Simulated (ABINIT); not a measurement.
# AlGaN2 (P3m1): G0W0 in ABINIT against the k mesh

Aim: move the k mesh of a G0W0 run on AlGaN2 (P3m1) over a wide range.

Method: LDA and many-body steps on it, plane waves, in ABINIT 10.8.3.

## Step 1: Set-up

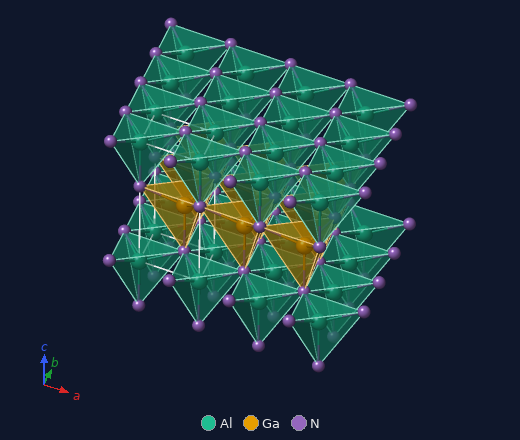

The starting structure, seen slightly off an axis (aluminium teal, gallium orange, nitrogen purple). 3×3×1 cells are drawn. Some periodic images of atoms are drawn too.

The cell and positions are those that the Materials Project relaxed with its own functionals (PBE, PBE+U or r2SCAN), kept fixed.

## Step 2: Empty states on the mesh, 3×3×2 mesh, 91 bands

This step: ABINIT 10.8.3; DFT, LDA, plane waves, norm-conserving pseudopotentials.

The sums over transitions need many empty states on a uniform mesh; this step solves for them.

File run.abi:

```
acell 3*1.0 Angstrom
rprim 
  3.145282644058 -0.000000000015 0.000000000000
  -1.572641322016 2.723894671844 0.000000000000
  0.000000000000 0.000000000000 5.096893730000
ntypat 3
znucl 13 31 7
natom 4
typat 1 2 3 3
xred 
  0.000000000000 0.000000000000 0.999263770000
  0.666666666667 0.333333333333 0.497174210000
  0.666666666667 0.333333333333 0.111803640000
  0.000000000000 0.000000000000 0.628158390000
pp_dirpath "pseudos"
pseudos "Al.upf, Ga.upf, N.upf"
ecut 36
ngkpt 3 3 2
nshiftk 1
shiftk 0 0 0
kptopt 1
chksymbreak 0
irdden 1
istwfk *1
nband 91
prtvol 0
optdriver 6
gwr_task "HDIAGO"
paral_kgb 0
occopt 1
indata_prefix "in"
outdata_prefix "out"
tmpdata_prefix "tmp"
```

Launch:

```console
$ OMP_NUM_THREADS=1 mpirun -n 4 abinit run.abi > log
```

Numbers of over 12 decimals in the logs are rounded to 6 here.

What it wrote:

```text
.Version 10.8.3 of ABINIT. v10.8.2 released Aug 2026.

 Symmetries : space group P3 m 1 (#156); Bravais hP (primitive hexag.)
[... echo of the input left out ...]
== DATASET  1 ==================================================================
-   mpi_nproc: 4, omp_nthreads: 1 (-1 if OMP is not activated)

--- !DatasetInfo
iteration_state: {dtset: 1, }
dimensions: {natom: 4, nkpt: 6, mband: 91, nsppol: 1, nspinor: 1, nspden: 1, mpw: 3066, }
cutoff_energies: {ecut:  36.0, pawecutdg:  -1.0, }
[...]
Direct band gap semiconductor
 Fundamental gap:     2.921 (eV)
   VBM:     5.381 (eV) at k: [ 0.0000E+00,  0.0000E+00,  0.0000E+00]
   CBM:     8.302 (eV) at k: [ 0.0000E+00,  0.0000E+00,  0.0000E+00]
 Direct gap:         2.921 (eV) at k: [ 0.0000E+00,  0.0000E+00,  0.0000E+00]

== END DATASET(S) ==============================================================
================================================================================

 -outvars: echo values of variables after computation  --------
           etotal      0.0000000000E+00
            nband          91
             nkpt           6
          spgroup         156
 [... the other variables as echoed above ...]

 Calculation completed.
```

Wall time 43 s (4 MPI ranks of Arm Neoverse V2, shared host); peak memory 2.2 GiB; 2.9 min of CPU time.

Numbers from this step:

| Item | Value |
| --- | --- |
| gap | 2.921 eV |
| k of the valence top | 0, 0, 0 |
| k of the conduction bottom | 0, 0, 0 |
| least direct gap | 2.921 eV |
| k points computed | 6 |
| lowest point of the top converged band, above the valence top | 69.1390 eV |

On this mesh the gap is 2.921 eV.

The density comes from a self-consistent run that is not shown.

## Step 3: Empty states on the mesh, 3×3×1 mesh, 34 bands

Edit run.abi of step 2 so:

```diff
@@ -17,3 +17,3 @@
 ecut 36
-ngkpt 3 3 2
+ngkpt 3 3 1
 nshiftk 1
@@ -22,10 +22,10 @@
 chksymbreak 0
+iscf -2
 irdden 1
 istwfk *1
-nband 91
+nband 34
+nbdbuf 4
+tolwfr 1e-09
+nstep 60
 prtvol 0
-optdriver 6
-gwr_task "HDIAGO"
-paral_kgb 0
-occopt 1
 indata_prefix "in"
```

What it wrote:

```text
.Version 10.8.3 of ABINIT. v10.8.2 released Aug 2026.

 Symmetries : space group P3 m 1 (#156); Bravais hP (primitive hexag.)
[... echo of the input left out ...]
== DATASET  1 ==================================================================
-   mpi_nproc: 4, omp_nthreads: 1 (-1 if OMP is not activated)
-    --> not optimal distribution: autoparal keyword recommended in input file <--

--- !DatasetInfo
iteration_state: {dtset: 1, }
dimensions: {natom: 4, nkpt: 3, mband: 34, nsppol: 1, nspinor: 1, nspden: 1, mpw: 3032, }
cutoff_energies: {ecut:  36.0, pawecutdg:  -1.0, }
[...]
0.58010    0.58010    0.62862    0.64324    0.64324    0.73459    0.74718    0.74718
   0.84156    0.84156    0.87230    0.93739    1.03317    1.05083    1.05083    1.19959
   1.19961    1.21711
 prteigrs : prtvol=0 or 1, do not print more k-points.

== END DATASET(S) ==============================================================
================================================================================

 -outvars: echo values of variables after computation  --------
            nband          34
             nkpt           3
          spgroup         156
 [... the other variables as echoed above ...]

 Calculation completed.
```

It took 4.4 s on 4 MPI ranks; peak memory 0.25 GiB.

Numbers from this step:

* gap: 2.921 eV
* k of the valence top: 0, 0, 0
* k of the conduction bottom: 0, 0, 0
* least direct gap: 2.921 eV
* k points computed: 3
* lowest point of the top converged band, above the valence top: 23.21 eV

On this mesh the gap is 2.921 eV.

## Step 4: Empty states on the mesh, 6×6×4 mesh, 34 bands

Edit run.abi of step 3 so:

```diff
@@ -17,3 +17,3 @@
 ecut 36
-ngkpt 3 3 1
+ngkpt 6 6 4
 nshiftk 1
```

What it wrote:

```text
.Version 10.8.3 of ABINIT. v10.8.2 released Aug 2026.

 Symmetries : space group P3 m 1 (#156); Bravais hP (primitive hexag.)
[... echo of the input left out ...]
== DATASET  1 ==================================================================
-   mpi_nproc: 4, omp_nthreads: 1 (-1 if OMP is not activated)

--- !DatasetInfo
iteration_state: {dtset: 1, }
dimensions: {natom: 4, nkpt: 24, mband: 34, nsppol: 1, nspinor: 1, nspden: 1, mpw: 3066, }
cutoff_energies: {ecut:  36.0, pawecutdg:  -1.0, }
[...]
0.58010    0.58010    0.62862    0.64324    0.64324    0.73459    0.74718    0.74718
   0.84156    0.84156    0.87230    0.93739    1.03317    1.05083    1.05083    1.19959
   1.19961    1.21711
 prteigrs : prtvol=0 or 1, do not print more k-points.

== END DATASET(S) ==============================================================
================================================================================

 -outvars: echo values of variables after computation  --------
            nband          34
             nkpt          24
          spgroup         156
 [... the other variables as echoed above ...]

 Calculation completed.
```

The job ended after 13 s (4 MPI ranks; peak memory 0.29 GiB; 53 s of CPU time).

This step gave:

- gap: 2.921 eV
- k of the valence top: 0, 0, 0
- k of the conduction bottom: 0, 0, 0
- least direct gap: 2.921 eV
- k points computed: 24
- lowest point of the top converged band, above the valence top: 21.70 eV

On this mesh the gap is 2.921 eV.

## Step 5: Screening, 3×3×1 mesh, 30 bands, screening to 106.1 eV

The RPA dielectric matrix is built and inverted for each q.

This step: RPA screening on LDA, plane waves, norm-conserving pseudopotentials.

Edit run.abi of step 4 so:

```diff
@@ -17,3 +17,3 @@
 ecut 36
-ngkpt 6 6 4
+ngkpt 3 3 1
 nshiftk 1
@@ -22,10 +22,11 @@
 chksymbreak 0
-iscf -2
-irdden 1
 istwfk *1
-nband 34
-nbdbuf 4
-tolwfr 1e-09
-nstep 60
-prtvol 0
+occopt 1
+irdwfk 1
+optdriver 3
+nband 30
+ecuteps 3.9
+inclvkb 2
+awtr 1
+symchi 1
 indata_prefix "in"
```

What it wrote:

```text
.Version 10.8.3 of ABINIT. v10.8.2 released Aug 2026.

 Symmetries : space group P3 m 1 (#156); Bravais hP (primitive hexag.)
[... echo of the input left out ...]
== DATASET  1 ==================================================================
-   mpi_nproc: 4, omp_nthreads: 1 (-1 if OMP is not activated)

--- !DatasetInfo
iteration_state: {dtset: 1, }
dimensions: {natom: 4, nkpt: 3, mband: 30, nsppol: 1, nspinor: 1, nspden: 1, mpw: 3032, }
cutoff_energies: {ecut:  36.0, pawecutdg:  -1.0, }
electrons: {nelect:   2.60000000E+01, charge:   0.00000000E+00, occopt:   1.00000000E+00, tsmear:   1.00000000E-02, }

 SCREENING: Calculation of the susceptibility and dielectric matrices

 Based on a program developped by R.W. Godby, V. Olevano, G. Onida, and L. Reining.
 Incorporated in ABINIT by V. Olevano, G.-M. Rignanese, and M. Torrent.
.Using double precision arithmetic ; gwpc =  8

[... cell and pseudopotentials left out ...]
--------------------------------------------------------------------------------

 ==== K-mesh for the wavefunctions ====
 Number of points in the irreducible wedge :     3
[... list of points left out ...]
 Together with  6 symmetry operations and time-reversal symmetry
 yields     9 points in the full Brillouin Zone.

 ==== Q-mesh for the screening function ====
 Number of points in the irreducible wedge :     3
[... list of points left out ...]
 Together with  6 symmetry operations and time-reversal symmetry
 yields     9 points in the full Brillouin Zone.

 setmesh: FFT mesh size selected  =    20x   20x   36
          total number of points  =        14400

 vcoul_init : cutoff-mode = AUXILIARY_FUNCTION
 q-points for optical limit:   1
     1)      0.000010    0.000020    0.000030

- screening: taking advantage of time-reversal symmetry
- Maximum band index for partially occupied states nbvw = 13
- Remaining bands to be divided among processors   nbcw = 17
- Number of bands treated by each node ~4

 Number of electrons calculated from density =   26.0000; Expected =   26.0000
 average of density, n =  0.088231
 r_s =    1.3935
 omega_plasma =   28.6527 [eV]

 calculating chi0 at frequencies [eV] :
  1    0.000000E+00    0.000000E+00
  2    0.000000E+00    2.865274E+01

--------------------------------------------------------------------------------
  q-point number  1        q = ( 0.000000, 0.000000, 0.000000) [r.l.u.]
--------------------------------------------------------------------------------
[... chi0 elements left out ...]
 For q-point:  0.000010 0.000020 0.000030
  dielectric constant =   7.1837
  dielectric constant without local fields =   7.7418

  Average fulfillment of the sum rule on Im[epsilon] for q-point    1 :     25.76  [%]
[... wings left out ...]
  q-point number  2        q = ( 0.333333, 0.000000, 0.000000) [r.l.u.]
--------------------------------------------------------------------------------
[... chi0 elements left out ...]
  Average fulfillment of the sum rule on Im[epsilon] for q-point    2 :     33.52  [%]

 [... 1 further q-points ...]
```

The job ended after 3 s (4 MPI ranks; peak memory 0.22 GiB).

Numbers from this step:

```yaml
eps_infinity_with_local_fields_on_this_mesh_along_the_program_s_q_direction: 7.184
the_same_without_local_fields: 7.742
plasma_frequency: 28.65 eV
plane_waves_in_the_screening_matrix: 111
```

Local fields lower ε∞ by 7 %. On a Γ-centred mesh this coarse the value itself is usually too large, while a short band sum pulls it down.

## Step 6: 3×3×1

This step: G0W0 on LDA, plane waves, norm-conserving pseudopotentials.

Edit run.abi of step 5 so:

```diff
@@ -25,8 +25,15 @@
 irdwfk 1
-optdriver 3
+optdriver 4
 nband 30
+gwcalctyp 0
+ecutsigx 36
+symsigma 1
+nkptgw 1
+kptgw 
+  0.0000000000 0.0000000000 0.0000000000
+bdgw 
+  12 15
 ecuteps 3.9
-inclvkb 2
-awtr 1
-symchi 1
+irdscr 1
+ppmodel 1
 indata_prefix "in"
```

What it wrote:

```text
.Version 10.8.3 of ABINIT. v10.8.2 released Aug 2026.

 Symmetries : space group P3 m 1 (#156); Bravais hP (primitive hexag.)
[... echo of the input left out ...]
== DATASET  1 ==================================================================
-   mpi_nproc: 4, omp_nthreads: 1 (-1 if OMP is not activated)

--- !DatasetInfo
iteration_state: {dtset: 1, }
dimensions: {natom: 4, nkpt: 3, mband: 30, nsppol: 1, nspinor: 1, nspden: 1, mpw: 3032, }
cutoff_energies: {ecut:  36.0, pawecutdg:  -1.0, }
electrons: {nelect:   2.60000000E+01, charge:   0.00000000E+00, occopt:   1.00000000E+00, tsmear:   1.00000000E-02, }

 SIGMA: Calculation of the GW corrections

 Based on a program developped by R.W. Godby, V. Olevano, G. Onida, and L. Reining.
 Incorporated in ABINIT by V. Olevano, G.-M. Rignanese, and M. Torrent.
.Using double precision arithmetic ; gwpc =  8

[... cell and pseudopotentials left out ...]
--------------------------------------------------------------------------------

 ==== K-mesh for the wavefunctions ====
 Number of points in the irreducible wedge :     3
[... list of points left out ...]
 Together with  6 symmetry operations and time-reversal symmetry
 yields     9 points in the full Brillouin Zone.

 ==== Q-mesh for screening function ====
 Number of points in the irreducible wedge :     3
[... list of points left out ...]
 Together with  6 symmetry operations and time-reversal symmetry
 yields     9 points in the full Brillouin Zone.

 vcoul_init : cutoff-mode = AUXILIARY_FUNCTION
 q-points for optical limit:   1
     1)      0.000010    0.000020    0.000030
 setmesh: FFT mesh size selected  =    27x   27x   54
          total number of points  =        39366

 Number of electrons calculated from density =   26.0000; Expected =   26.0000
 average of density, n =  0.088231
 r_s =    1.3935
 omega_plasma =   28.6527 [eV]

 === KS Band Gaps ===
  >>>> For spin  1
   Minimum direct gap =   2.9210 [eV], located at k-point      :   0.0000  0.0000  0.0000
   Fundamental gap    =   2.9210 [eV], Top of valence bands at :   0.0000  0.0000  0.0000
                                       Bottom of conduction at :   0.0000  0.0000  0.0000
 SIGMA fundamental parameters:
 PLASMON POLE MODEL  1
 number of plane-waves for SigmaX                 3027
 number of plane-waves for SigmaC and W            111
 number of plane-waves for wavefunctions          3027
 number of bands                                    30
 number of independent spin polarizations            1
 number of spinorial components                      1
 number of k-points in IBZ                           3
 number of q-points in IBZ                           3
 number of symmetry operations                       6
 number of k-points in BZ                            9
 number of q-points in BZ                            9
 number of frequencies for dSigma/dE                 9
 frequency step for dSigma/dE [eV]                0.25
 number of omega for Sigma on real axis              0
 max omega for Sigma on real axis  [eV]           0.00
 zcut for avoiding poles [eV]                     0.10

 EPSILON^-1 parameters (SCR file):
 dimension of the eps^-1 matrix on file            111
 dimension of the eps^-1 matrix used               111
 number of plane-waves for wavefunctions          3027
 number of bands                                    30
 number of q-points in IBZ                           3
 number of frequencies                               2
 number of real frequencies                          1
 number of imag frequencies                          1

 matrix elements of self-energy operator (all in [eV])

 Perturbative Calculation

--- !SelfEnergy_ee
iteration_state: {dtset: 1, }
kpoint     : [   0.000,    0.000,    0.000, ]
spin       : 1
KS_gap     :    2.921
QP_gap     :    3.738
Delta_QP_KS:    0.817
data: !SigmaeeData |
     Band     E0 <VxcDFT>   SigX SigC(E0)      Z dSigC/dE  Sig(E)    E-E0       E
       12   5.381 -17.799 -21.215   4.180   0.791  -0.265 -17.196   0.604   5.985
       13   5.381 -17.799 -21.215   4.180   0.791  -0.265 -17.196   0.604   5.985
       14   8.302 -13.907  -8.921  -3.238   0.812  -0.231 -12.486   1.421   9.723
       15  10.864 -12.224  -6.760  -3.594   0.825  -0.212 -10.682   1.542  12.406

== END DATASET(S) ==============================================================
================================================================================

 -outvars: echo values of variables after computation  --------
           etotal      0.0000000000E+00
            nband          30
             nkpt           3
          spgroup         156
 [... the other variables as echoed above ...]

 Calculation completed.
```

It took 2.7 s on 4 MPI ranks; peak memory 0.09 GiB.

This step gave:

| Property | Result |
| --- | --- |
| G0W0 gap on the points computed | 3.738 eV |
| starting gap on the mesh | 2.921 eV |
| k of the valence top | 0, 0, 0 |
| k of the conduction bottom | 0, 0, 0 |
| Z at the valence top | 0.791 |
| Z at the conduction bottom | 0.812 |
| least direct G0W0 gap on the computed points | 3.738 eV |

## Step 7: Screening, 3×3×2 mesh, 30 bands, screening to 106.1 eV

This step: RPA screening on LDA, plane waves, norm-conserving pseudopotentials.

Edit run.abi of step 6 so:

```diff
@@ -17,3 +17,3 @@
 ecut 36
-ngkpt 3 3 1
+ngkpt 3 3 2
 nshiftk 1
@@ -25,15 +25,8 @@
 irdwfk 1
-optdriver 4
+optdriver 3
 nband 30
-gwcalctyp 0
-ecutsigx 36
-symsigma 1
-nkptgw 1
-kptgw 
-  0.0000000000 0.0000000000 0.0000000000
-bdgw 
-  12 15
 ecuteps 3.9
-irdscr 1
-ppmodel 1
+inclvkb 2
+awtr 1
+symchi 1
 indata_prefix "in"
```

What it wrote:

```text
.Version 10.8.3 of ABINIT. v10.8.2 released Aug 2026.

 Symmetries : space group P3 m 1 (#156); Bravais hP (primitive hexag.)
[... echo of the input left out ...]
== DATASET  1 ==================================================================
-   mpi_nproc: 4, omp_nthreads: 1 (-1 if OMP is not activated)

--- !DatasetInfo
iteration_state: {dtset: 1, }
dimensions: {natom: 4, nkpt: 6, mband: 30, nsppol: 1, nspinor: 1, nspden: 1, mpw: 3066, }
cutoff_energies: {ecut:  36.0, pawecutdg:  -1.0, }
electrons: {nelect:   2.60000000E+01, charge:   0.00000000E+00, occopt:   1.00000000E+00, tsmear:   1.00000000E-02, }

 SCREENING: Calculation of the susceptibility and dielectric matrices

 Based on a program developped by R.W. Godby, V. Olevano, G. Onida, and L. Reining.
 Incorporated in ABINIT by V. Olevano, G.-M. Rignanese, and M. Torrent.
.Using double precision arithmetic ; gwpc =  8

[... cell and pseudopotentials left out ...]
--------------------------------------------------------------------------------

 ==== K-mesh for the wavefunctions ====
 Number of points in the irreducible wedge :     6
[... list of points left out ...]
 Together with  6 symmetry operations and time-reversal symmetry
 yields    18 points in the full Brillouin Zone.

 ==== Q-mesh for the screening function ====
 Number of points in the irreducible wedge :     6
[... list of points left out ...]
 Together with  6 symmetry operations and time-reversal symmetry
 yields    18 points in the full Brillouin Zone.

 setmesh: FFT mesh size selected  =    20x   20x   36
          total number of points  =        14400

 vcoul_init : cutoff-mode = AUXILIARY_FUNCTION
 q-points for optical limit:   1
     1)      0.000010    0.000020    0.000030

- screening: taking advantage of time-reversal symmetry
- Maximum band index for partially occupied states nbvw = 13
- Remaining bands to be divided among processors   nbcw = 17
- Number of bands treated by each node ~4

 Number of electrons calculated from density =   26.0000; Expected =   26.0000
 average of density, n =  0.088231
 r_s =    1.3935
 omega_plasma =   28.6527 [eV]

 calculating chi0 at frequencies [eV] :
  1    0.000000E+00    0.000000E+00
  2    0.000000E+00    2.865274E+01

--------------------------------------------------------------------------------
  q-point number  1        q = ( 0.000000, 0.000000, 0.000000) [r.l.u.]
--------------------------------------------------------------------------------
[... chi0 elements left out ...]
 For q-point:  0.000010 0.000020 0.000030
  dielectric constant =   6.4291
  dielectric constant without local fields =   6.9174

  Average fulfillment of the sum rule on Im[epsilon] for q-point    1 :     25.35  [%]
[... wings left out ...]
  q-point number  2        q = ( 0.333333, 0.000000, 0.000000) [r.l.u.]
--------------------------------------------------------------------------------
[... chi0 elements left out ...]
  Average fulfillment of the sum rule on Im[epsilon] for q-point    2 :     33.43  [%]

 [... 4 further q-points ...]
```

The job ended after 4 s (4 MPI ranks; peak memory 0.42 GiB).

This step gave:

```yaml
eps_infinity_with_local_fields_on_this_mesh_along_the_program_s_q_direction: 6.429
the_same_without_local_fields: 6.917
plasma_frequency: 28.65 eV
plane_waves_in_the_screening_matrix: 111
```

(Part 1 of 2 ends here.)

[Paths, hosts, dates, memory and timing lines, banners, echoed tables and standing remarks are left out of the program output.]

[Logs are printed without paths, hosts, clocks, repeated set-up lines and the standing remarks that a program may print on its own settings, such as how far it seeks lower states.]

[Runs of the session that timed out or met a known fault of the program may be left out.]

[Hosts, paths, dates, database ids (printed as entryN), source tags and the programs' standing remarks are cut or masked in the printed files.]

[G0W0 gaps are taken among the corrected bands and points alone; a level outside them can change the order at an edge.]

[Where Ansatz stands beside ABINIT at settings called matched, ABINIT's density can come from a denser mesh and the files from another edition; pairs whose starting gaps differed by over 0.03 eV were left out, so agreement reads better than it is.]
